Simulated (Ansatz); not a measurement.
# One shape, several levels: SiNH3 (SMILES [N][SiH3])

We compute a comparison of 6 runs (U-r2SCAN/STO-3G, U-wB97M-V/STO-3G, UB3LYP/STO-3G, UPBE0/STO-3G, RPA@PBE/STO-3G, UCCSD/STO-3G) of SiNH3. 

The calculation is run with Ansatz 0.2.0.

51 further runs of the same task are left out: 5 that didn't finish, 46 set aside as unsound or not needed.

## Step 1: The structure to begin with

SiNH3 has 5 atoms, charge 0, and is taken as a triplet. SMILES: `[N][SiH3]`. The H3–Si2 distance was set to 2.214 Å, away from the relaxed value. At this shape a bond of the SMILES string is far longer than usual.

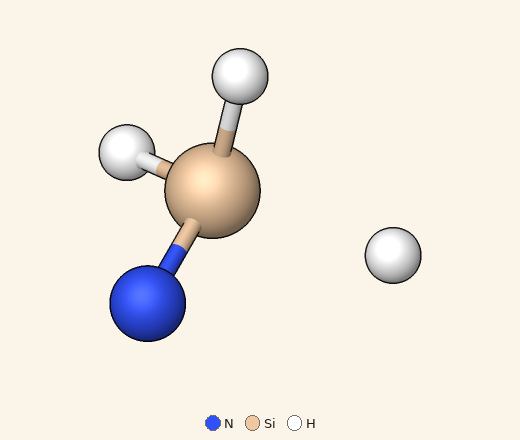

The structure, seen from a chosen angle (nitrogen blue, silicon light orange, hydrogen white).

## Step 2: A single-point energy at U-r2SCAN/STO-3G (run 1)

molecule.yaml

```yaml
crystal:
  periodic: [false, false, false]
  atoms:
    - {symbol: "N", position_ang: [-1.563986, 0.489764, 1.200314]}
    - {symbol: Si, position_ang: [-0.017116, 0.153094, 0.716984]}
    - {symbol: H, position_ang: [0.064950, -0.313200, -1.445390]}
    - {symbol: H, position_ang: [0.527744, -1.007546, 1.448014]}
    - {symbol: H, position_ang: [0.878984, 1.299624, 0.963294]}
basis:
  gaussian: {orbitals: STO-3G}
total_charge: 0
magnetization: {spin_polarized: true, initial_magnetization: 2}
hamiltonian: {xc: r2scan}
accuracy: high
```

The run is started by

```sh
$ ansatz run molecule.yaml --threads 1 --pin off --max-ram 2610MiB --events-out events.jsonl --progress --plain --runs-dir runs
```

Output:

```text
Warning: RAYON_NUM_THREADS=1 ignored (pool sized by the plan → 1); use --threads N
Functional definition: r2SCAN
  name "r2SCAN"
  parameter k0 = 0.174
  parameter k1 = 0.065
  parameter a1 = 4.9479
  exchange = r2scan_x(k0 = k0, k1 = k1, a1 = a1)
  correlation = r2scan_c
291 factors; integrals over basis functions are off by at most 1.3e-8 eV
mean field evaluation 1: about -9295.3367 eV, gradient 1.7e1 eV
mean field evaluation 2: about -9291.8307 eV, gradient 2.8e1 eV
mean field evaluation 4: about -9297.9026 eV, gradient 3.5e0 eV
mean field evaluation 8: about -9298.0186 eV, gradient 1.1e-1 eV
mean field evaluation 16: about -9298.0196 eV, gradient 1.3e-5 eV
mean field -9298.01955735 eV, -341.6959163085 hartree, gradient 7.7e-8 eV, S^2 2.114601; 0 other end points of the search recorded, 0 dependent functions left out
reference -9298.01955817 eV, -341.6959163387 hartree; 13, 11 occupied and 4, 6 virtual orbitals, 291 factors
Total energy: -9298.01955817 eV, -341.6959163387 hartree
```

Wall time 4.5 s (1 thread of Arm Neoverse V1, shared host); peak memory 0.21 GiB.

## Step 3: A single-point energy at U-wB97M-V/STO-3G (run 2)

job.yaml

```yaml
crystal:
  periodic: [false, false, false]
  atoms:
    - {symbol: "N", position_ang: [-1.563986, 0.489764, 1.200314]}
    - {symbol: Si, position_ang: [-0.017116, 0.153094, 0.716984]}
    - {symbol: H, position_ang: [0.064950, -0.313200, -1.445390]}
    - {symbol: H, position_ang: [0.527744, -1.007546, 1.448014]}
    - {symbol: H, position_ang: [0.878984, 1.299624, 0.963294]}
basis:
  gaussian:
    orbitals: STO-3G
magnetization:
  spin_polarized: true
  initial_magnetization: 2
hamiltonian:
  xc: {name: wB97M-V}
accuracy: high
```

The run is started by

```sh
$ ansatz run job.yaml --threads 1 --pin off --max-ram 2610MiB --events-out events.jsonl --progress --plain --runs-dir runs
```

Output (excerpt; [...] marks lines left out):

```text
Warning: RAYON_NUM_THREADS=1 ignored (pool sized by the plan → 1); use --threads N
Functional definition: wB97M-V
  name "wB97M-V"
[...]
  gx(w, u) = 1 - cx + cx01*u + cx10*w
  gss(w, u) = css00 + css04*u^4 + css10*w + css20*w^2 + css43*w^4*u^3
  gos(w, u) = cos00 + cos10*w + (cos20 + cos21*u)*w^2 + (cos60 + cos61*u)*w^6
[...]
      + integral(e_c_pw_mod_opposite_spin*gos(b97_w_opposite, b97_u_opposite)) + vv10(b, c)
291 factors; integrals over basis functions are off by at most 1.3e-8 eV
135 factors; integrals over basis functions are off by at most 8.8e-10 eV
[...]
mean field -9299.21348120 eV, -341.7397922008 hartree, gradient 6.0e-8 eV, S^2 2.100389; 0 other end points of the search recorded, 0 dependent functions left out
reference -9299.21348352 eV, -341.7397922861 hartree; 13, 11 occupied and 4, 6 virtual orbitals, 291 factors
Total energy: -9299.21348352 eV, -341.7397922861 hartree
```

It took 25 s on 1 thread of Arm Neoverse V1, shared host; peak memory 0.46 GiB.

Run 3 isn't shown in full; the table further down has it.

## Step 4: The energy at UPBE0/STO-3G (run 4)

molecule.yaml

```yaml
crystal:
  periodic: [false, false, false]
  atoms:
    - {symbol: N, position_ang: [-1.563986, 0.489764, 1.200314]}
    - {symbol: Si, position_ang: [-0.017116, 0.153094, 0.716984]}
    - {symbol: H, position_ang: [0.064950, -0.313200, -1.445390]}
    - {symbol: H, position_ang: [0.527744, -1.007546, 1.448014]}
    - {symbol: H, position_ang: [0.878984, 1.299624, 0.963294]}
basis:
  gaussian: {orbitals: STO-3G}
magnetization: {spin_polarized: true, initial_magnetization: 2}
hamiltonian: {xc: pbe0}
accuracy: high
```

The run is started by

```sh
$ ansatz run molecule.yaml --threads 1 --pin off --max-ram 2610MiB --events-out events.jsonl --progress --plain --runs-dir runs
```

Output:

```text
Warning: RAYON_NUM_THREADS=1 ignored (pool sized by the plan → 1); use --threads N
Functional definition: PBE0
  name "PBE0"
  parameter a = 0.25
  parameter kappa = 0.804
  parameter beta = 0.06672455060314922
  exchange = (1 - a)*pbe_x(kappa = kappa, mu = beta*pi^2/3) + a*exact_x
  correlation = pbe_c(beta = beta)
291 factors; integrals over basis functions are off by at most 1.3e-8 eV
mean field evaluation 1: about -9291.7535 eV, gradient 1.6e1 eV
mean field evaluation 2: about -9291.2372 eV, gradient 2.0e1 eV
mean field evaluation 4: about -9294.2137 eV, gradient 1.9e0 eV
mean field evaluation 8: about -9294.2298 eV, gradient 9.4e-2 eV
mean field evaluation 16: about -9294.2306 eV, gradient 1.4e-5 eV
mean field -9294.23062002 eV, -341.5566754299 hartree, gradient 9.7e-8 eV, S^2 2.126857; 0 other end points of the search recorded, 0 dependent functions left out
reference -9294.23062131 eV, -341.5566754774 hartree; 13, 11 occupied and 4, 6 virtual orbitals, 291 factors
Total energy: -9294.23062131 eV, -341.5566754774 hartree
```

It took 1.6 s on 1 thread of Arm Neoverse V1, shared host; peak memory 0.12 GiB.

Run 5 isn't shown in full; the table further down has it.

## Step 5: A single-point energy at UCCSD/STO-3G (run 6)

in.yaml

```yaml
crystal:
  periodic: [false, false, false]
  atoms:
    - symbol: "N"
      position_ang: [-1.563986, 0.489764, 1.200314]
    - symbol: Si
      position_ang: [-0.017116, 0.153094, 0.716984]
    - symbol: H
      position_ang: [0.064950, -0.313200, -1.445390]
    - symbol: H
      position_ang: [0.527744, -1.007546, 1.448014]
    - symbol: H
      position_ang: [0.878984, 1.299624, 0.963294]
basis:
  gaussian: {orbitals: STO-3G}
magnetization: {spin_polarized: true, initial_magnetization: 2}
correlation: {method: ccsd, frozen_orbitals: {H: 0, "N": 1, Si: 5}}
accuracy: high
scf: {omitted_lower_state_checks: [cluster_reference, increment]}
```

The run is started by

```sh
$ ansatz run in.yaml --threads 1 --pin off --max-ram 2610MiB --events-out events.jsonl --progress --plain --runs-dir runs
```

Output:

```text
Warning: RAYON_NUM_THREADS=1 ignored (pool sized by the plan → 1); use --threads N
[... 13 lines left out ...]
6 core orbitals not correlated: weight in the atoms' cores, before any rotation towards them, 1.000 or more for the frozen orbitals, at most 0.000 for the correlated occupied ones
[... 39 lines left out ...]
Total energy: -9279.27997666 eV, -341.0072494205 hartree
Checks for a lower state left out: cluster_reference, increment
```

It took 0.26 s on 1 thread of Arm Neoverse V1, shared host.

## Step 6: The series

| run | level | frozen core orbitals | energy (Eh) | ⟨S²⟩ | wall time |
| --- | --- | --- | --- | --- | --- |
| 1 | U-r2SCAN/STO-3G | – | -341.695916 | 2.115 | 4.5 s |
| 2 | U-wB97M-V/STO-3G | – | -341.739792 | 2.100 | 25 s |
| 3 | UB3LYP/STO-3G | – | -341.742451 | 2.099 | 1.9 s |
| 4 | UPBE0/STO-3G | – | -341.556675 | 2.127 | 1.6 s |
| 5 | RPA@PBE/STO-3G | 6 | -341.057473 | 2.048 | 1.9 s |
| 6 | UCCSD/STO-3G | 6 | -341.007249 | 2.501 | 0.26 s |

## Step 7: Outcome

| quantity | value |
| --- | --- |
| run 6: total energy | -341.00725 Eh |
| run 6: correlation energy (6 core orbitals frozen) | -89.7 mEh |
| run 6: ⟨S²⟩ of the reference determinant | 2.501 |
| run 6: T1 diagnostic | 0.052 |

What this shows: Totals of different functionals can't be ranked against each other. In runs 1, 2, 3, 4, 5, 6 the basis is minimal, so the values are rough. Spin contamination of the reference: run 6 ⟨S²⟩ = 2.50, run 4 ⟨S²⟩ = 2.13, run 1 ⟨S²⟩ = 2.11, run 2 ⟨S²⟩ = 2.10. All runs together took 35 s, the longest 25 s.
